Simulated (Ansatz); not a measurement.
# BSi2N2H9: nudged elastic band (part 1 of 2)

BSi2N2H9, SMILES NB(N)[SiH2][SiH3], computed with RKS PBE0/6-31G* (Ansatz 0.2.0).

It belongs to a series of runs on one base structure; here: band between the two ends. Figures and captions count atoms from 1; the log counts them from 0 in places.

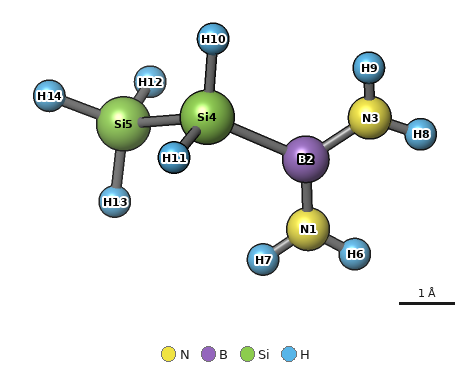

The input geometry (ball-and-stick view, seen at a tilt; atoms are numbered from 1 in the order of the input). Bond lengths as drawn: B–N 1.41 Å, B–Si 2.03 Å, H–N 1.01 Å, H–Si 1.49 to 1.50 Å and Si–Si 2.34 Å.

The input:
```yaml
crystal:
  periodic: [false, false, false]
  atoms:
    - { symbol: "N", position_ang: [-1.623539, 0.814721, -0.682698] }
    - { symbol: B, position_ang: [-0.838365, -0.359509, -0.762224] }
    - { symbol: "N", position_ang: [-0.859018, -1.19787, -1.90005] }
    - { symbol: Si, position_ang: [0.376224, -0.839329, 0.796511] }
    - { symbol: Si, position_ang: [1.691525, 0.994447, 1.417472] }
    - { symbol: H, position_ang: [-2.258216, 1.117291, -1.408144] }
    - { symbol: H, position_ang: [-1.618245, 1.42507, 0.117979] }
    - { symbol: H, position_ang: [-1.425882, -1.026024, -2.718511] }
    - { symbol: H, position_ang: [-0.303467, -2.033982, -1.969967] }
    - { symbol: H, position_ang: [1.288679, -1.981621, 0.468281] }
    - { symbol: H, position_ang: [-0.392713, -1.257518, 2.01196] }
    - { symbol: H, position_ang: [2.554463, 1.444779, 0.285629] }
    - { symbol: H, position_ang: [0.817125, 2.150441, 1.786206] }
    - { symbol: H, position_ang: [2.57853, 0.719804, 2.586357] }
basis:
  gaussian: { orbitals: "6-31G*" }
hamiltonian:
  xc: pbe0
neb:
  order_check: false
  images: 7
  f_tol: 0.03
  max_iterations: 54
  final_atoms:
    - { symbol: "N", position_ang: [-1.73960548, 0.73058013, -0.45803076] }
    - { symbol: B, position_ang: [-0.87606508, -0.3595739, -0.71785462] }
    - { symbol: "N", position_ang: [-0.94264743, -1.09509752, -1.92286413] }
    - { symbol: Si, position_ang: [0.51836927, -0.86946016, 0.67086656] }
    - { symbol: Si, position_ang: [1.73418547, 1.00826022, 1.35900334] }
    - { symbol: H, position_ang: [-2.46294571, 1.03773755, -1.09262524] }
    - { symbol: H, position_ang: [-1.707426, 1.26641325, 0.39362882] }
    - { symbol: H, position_ang: [-1.60003728, -0.90357896, -2.66571804] }
    - { symbol: H, position_ang: [-0.33211801, -1.86994932, -2.12118305] }
    - { symbol: H, position_ang: [1.48307694, -1.8893516, 0.14720936] }
    - { symbol: H, position_ang: [-0.09225723, -1.46843395, 1.90073793] }
    - { symbol: H, position_ang: [2.75225105, 0.70285226, 2.40704053] }
    - { symbol: H, position_ang: [2.4418713, 1.63966805, 0.20613263] }
    - { symbol: H, position_ang: [0.81044921, 2.04063397, 1.92245768] }
  initial_path:
    images:
      - { positions_ang: [[-1.623539, 0.814721, -0.682698], [-0.838365, -0.359509, -0.762224], [-0.859018, -1.19787, -1.90005], [0.376224, -0.839329, 0.796511], [1.691525, 0.994447, 1.417472], [-2.258216, 1.117291, -1.408144], [-1.618245, 1.42507, 0.117979], [-1.425882, -1.026024, -2.718511], [-0.303467, -2.033982, -1.969967], [1.288679, -1.981621, 0.468281], [-0.392713, -1.257518, 2.01196], [2.554463, 1.444779, 0.285629], [0.817125, 2.150441, 1.786206], [2.57853, 0.719804, 2.586357]] }
      - { positions_ang: [[-1.71042801, 0.75176571, -0.57984474], [-0.87309413, -0.38490307, -0.71642527], [-0.90760137, -1.1979762, -1.90519217], [0.40219919, -0.84478644, 0.77926263], [1.67260851, 0.9841497, 1.34090904], [-2.1659498, 1.18511359, -1.29898228], [-1.66196796, 1.32260125, 0.25528408], [-1.27523009, -0.88678083, -2.70563221], [-0.27961895, -1.98784875, -1.95339007], [1.2887335, -1.97062635, 0.41191224], [-0.35317679, -1.27486889, 2.01053744], [2.67136295, 1.26974033, 0.41579575], [0.88139862, 2.13546837, 1.40178764], [2.29786533, 0.86965158, 2.57277892]] }
      - { positions_ang: [[-1.79731702, 0.68881041, -0.47699148], [-0.90782326, -0.41029713, -0.67062654], [-0.95618473, -1.1980824, -1.91033434], [0.42817438, -0.85024389, 0.76201426], [1.65369202, 0.97385241, 1.26434608], [-2.0736836, 1.25293618, -1.18982057], [-1.70569093, 1.2201325, 0.39258915], [-1.12457817, -0.74753765, -2.69275342], [-0.2557709, -1.9417155, -1.93681314], [1.288788, -1.9596317, 0.35554347], [-0.31364059, -1.29221978, 2.00911488], [2.7882629, 1.09470167, 0.54596251], [0.94567224, 2.12049573, 1.01736928], [2.01720066, 1.01949916, 2.55920085]] }
      - { positions_ang: [[-1.88420603, 0.62585512, -0.37413821], [-0.94255239, -0.4356912, -0.6248278], [-1.0047681, -1.19818861, -1.91547651], [0.45414957, -0.85570133, 0.74476589], [1.63477553, 0.96355511, 1.18778312], [-1.98141741, 1.32075877, -1.08065885], [-1.74941389, 1.11766375, 0.52989423], [-0.97392626, -0.60829448, -2.67987463], [-0.23192285, -1.89558225, -1.92023622], [1.28884249, -1.94863705, 0.29917471], [-0.27410438, -1.30957067, 2.00769232], [2.90516286, 0.919663, 0.67612926], [1.00994587, 2.1055231, 0.63295092], [1.73653599, 1.16934673, 2.54562277]] }
      - { positions_ang: [[-1.97109504, 0.56289982, -0.27128495], [-0.97728152, -0.46108527, -0.57902907], [-1.05335147, -1.19829481, -1.92061868], [0.48012476, -0.86115878, 0.72751752], [1.61585904, 0.95325781, 1.11122017], [-1.88915121, 1.38858136, -0.97149713], [-1.79313685, 1.01519501, 0.6671993], [-0.82327435, -0.4690513, -2.66699584], [-0.2080748, -1.84944899, -1.90365929], [1.28889699, -1.9376424, 0.24280595], [-0.23456817, -1.32692156, 2.00626976], [3.02206281, 0.74462433, 0.80629602], [1.07421949, 2.09055047, 0.24853256], [1.45587132, 1.31919431, 2.5320447]] }
      - { positions_ang: [[-1.91322265, 0.6048199, -0.3179714], [-0.95197741, -0.43570743, -0.61373546], [-1.02567546, -1.17249549, -1.92118004], [0.48968588, -0.86323412, 0.71335478], [1.64544065, 0.96700841, 1.17316596], [-2.03259984, 1.3008704, -1.00177916], [-1.77170914, 1.07799957, 0.59880668], [-1.01746508, -0.57768322, -2.66667639], [-0.2390856, -1.85457407, -1.95804023], [1.33744198, -1.9255697, 0.2189068], [-0.19899044, -1.36229965, 1.9798868], [2.95460987, 0.73418131, 1.20648215], [1.41613244, 1.97782986, 0.23793258], [1.29451579, 1.49955423, 2.37964794]] }
      - { positions_ang: [[-1.85535026, 0.64673998, -0.36465786], [-0.9266733, -0.41032958, -0.64844184], [-0.99799945, -1.14669616, -1.9217414], [0.49924701, -0.86530947, 0.69919204], [1.67502226, 0.98075902, 1.23511175], [-2.17604846, 1.21315945, -1.03206118], [-1.75028142, 1.14080413, 0.53041406], [-1.21165582, -0.68631513, -2.66635694], [-0.2700964, -1.85969916, -2.01242117], [1.38598697, -1.913497, 0.19500765], [-0.1634127, -1.39767775, 1.95350384], [2.88715693, 0.72373829, 1.60666828], [1.75804539, 1.86510926, 0.2273326], [1.13316026, 1.67991414, 2.22725119]] }
      - { positions_ang: [[-1.79747787, 0.68866005, -0.41134431], [-0.90136919, -0.38495174, -0.68314823], [-0.97032344, -1.12089684, -1.92230277], [0.50880814, -0.86738482, 0.6850293], [1.70460386, 0.99450962, 1.29705754], [-2.31949709, 1.1254485, -1.06234321], [-1.72885371, 1.20360869, 0.46202144], [-1.40584655, -0.79494705, -2.66603749], [-0.30110721, -1.86482424, -2.06680211], [1.43453195, -1.9014243, 0.17110851], [-0.12783497, -1.43305585, 1.92712088], [2.81970399, 0.71329527, 2.0068544], [2.09995835, 1.75238865, 0.21673261], [0.97180473, 1.86027405, 2.07485443]] }
      - { positions_ang: [[-1.73960548, 0.73058013, -0.45803076], [-0.87606508, -0.3595739, -0.71785462], [-0.94264743, -1.09509752, -1.92286413], [0.51836927, -0.86946016, 0.67086656], [1.73418547, 1.00826022, 1.35900334], [-2.46294571, 1.03773755, -1.09262524], [-1.707426, 1.26641325, 0.39362882], [-1.60003728, -0.90357896, -2.66571804], [-0.33211801, -1.86994932, -2.12118305], [1.48307694, -1.8893516, 0.14720936], [-0.09225723, -1.46843395, 1.90073793], [2.75225105, 0.70285226, 2.40704053], [2.4418713, 1.63966805, 0.20613263], [0.81044921, 2.04063397, 1.92245768]] }
```

Launched with:
```bash
ansatz run input.yaml --threads 2 --pin off --max-ram 3072MiB --backend cpu --events-out ev --progress --plain --runs-dir out
```

The program's output:
```
Engine: ansatz 0.2.0, aarch64-unknown-linux-gnu
Functional definition: PBE0
  parameter a = 0.25
  parameter kappa = 0.804
  parameter beta = 0.06672455060314922
  exchange = (1 - a)*pbe_x(kappa = kappa, mu = beta*pi^2/3) + a*exact_x
  correlation = pbe_c(beta = beta)
1140 factors; integrals over basis functions are off by at most 5.8e-4 eV
mean field evaluation 1: about -19540.6436 eV, gradient 6.1e1 eV
mean field evaluation 2: about -19536.3720 eV, gradient 7.4e1 eV
mean field evaluation 4: about -19547.8723 eV, gradient 1.7e0 eV
mean field evaluation 8: about -19547.9002 eV, gradient 8.5e-2 eV
mean field evaluation 16: about -19547.9002 eV, gradient 4.0e-5 eV
mean field -19547.90024163 eV, -718.3720838373 hartree, gradient 4.0e-5 eV, S^2 0.000000; 0 other end points of the search recorded, 0 dependent functions left out
the calculation of the forces begins
reference -19547.90027191 eV, -718.3720849499 hartree; 28, 28 occupied and 73, 73 virtual orbitals, 1140 factors
1140 factors; integrals over basis functions are off by at most 5.4e-4 eV
mean field evaluation 32: about -19547.9003 eV, gradient 3.9e-5 eV
mean field -19547.90034836 eV, -718.3720877594 hartree, gradient 3.9e-5 eV, S^2 0.000000; 0 other end points of the search recorded, 0 dependent functions left out
[... from here on the field's lines of each further geometry are left out, up to the last ...]
NEB iter   1: max|band force component| = 7.806e0 eV/Å  barrier→ = 2.0321 eV  barrier← = 2.0322 eV  Δτ_max = 0.2000 Å  (227 SCF iters)
NEB iter   2: max|band force component| = 1.929e0 eV/Å  barrier→ = 0.6183 eV  barrier← = 0.6184 eV  Δτ_max = 0.1966 Å  (193 SCF iters)
NEB iter   3: max|band force component| = 1.257e0 eV/Å  barrier→ = 0.3043 eV  barrier← = 0.3045 eV  Δτ_max = 0.1815 Å  (198 SCF iters)
NEB iter   4: max|band force component| = 5.438e-1 eV/Å  barrier→ = 0.1551 eV  barrier← = 0.1552 eV  Δτ_max = 0.1858 Å  (191 SCF iters)
NEB iter   5: max|band force component| = 4.868e-1 eV/Å  barrier→ = 0.0924 eV  barrier← = 0.0925 eV  CI = image 4  Δτ_max = 0.1675 Å  (195 SCF iters)
NEB iter   6: max|band force component| = 3.003e-1 eV/Å  barrier→ = 0.0704 eV  barrier← = 0.0705 eV  CI = image 4  Δτ_max = 0.0868 Å  (191 SCF iters)
NEB iter   7: max|band force component| = 1.600e-1 eV/Å  barrier→ = 0.0632 eV  barrier← = 0.0633 eV  CI = image 4  Δτ_max = 0.0674 Å  (194 SCF iters)
NEB iter   8: max|band force component| = 9.600e-2 eV/Å  barrier→ = 0.0617 eV  barrier← = 0.0618 eV  CI = image 4  Δτ_max = 0.0302 Å  (186 SCF iters)
NEB iter   9: max|band force component| = 5.291e-2 eV/Å  barrier→ = 0.0606 eV  barrier← = 0.0607 eV  CI = image 4  Δτ_max = 0.0231 Å  (184 SCF iters)
NEB iter  10: max|band force component| = 3.137e-2 eV/Å  barrier→ = 0.0604 eV  barrier← = 0.0605 eV  CI = image 4  Δτ_max = 0.0210 Å  (162 SCF iters)
NEB iter  11: max|band force component| = 3.502e-2 eV/Å  barrier→ = 0.0603 eV  barrier← = 0.0604 eV  CI = image 4  Δτ_max = 0.0105 Å  (163 SCF iters)
NEB iter  12: max|band force component| = 3.507e-2 eV/Å  barrier→ = 0.0603 eV  barrier← = 0.0604 eV  CI = image 4  Δτ_max = 0.0052 Å  (148 SCF iters)
the calculation of the forces begins
reference -19547.89198260 eV, -718.3717803235 hartree; 28, 28 occupied and 73, 73 virtual orbitals, 1140 factors
1140 factors; integrals over basis functions are off by at most 7.5e-4 eV
mean field evaluation 800: about -19547.8400 eV, gradient 4.2e-2 eV
mean field -19547.83996942 eV, -718.3698688744 hartree, gradient 8.9e-6 eV, S^2 0.000000; 1 other end points of the search recorded, 0 dependent functions left out
the calculation of the forces begins
reference -19547.84000025 eV, -718.3698700074 hartree; 28, 28 occupied and 73, 73 virtual orbitals, 1140 factors
NEB iter  13: max|band force component| = 2.405e-2 eV/Å  barrier→ = 0.0603 eV  barrier← = 0.0604 eV  CI = image 4  Δτ_max = 0.0000 Å  (329 SCF iters)
```

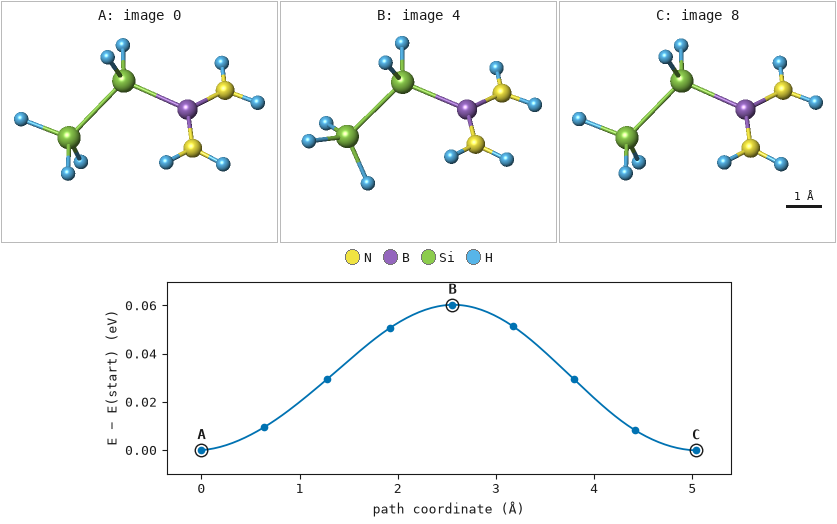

Images of the last band (counted from 0; ball-and-stick, seen at a tilt) above the energy along the path; the line is a cubic interpolation that uses the forces. The highest image is number 4, 0.060 eV above the start and 0.060 eV above the end (the climbing image); start and end have the same energy. The path is 5.04 Å long. The band converged in 13 iterations.
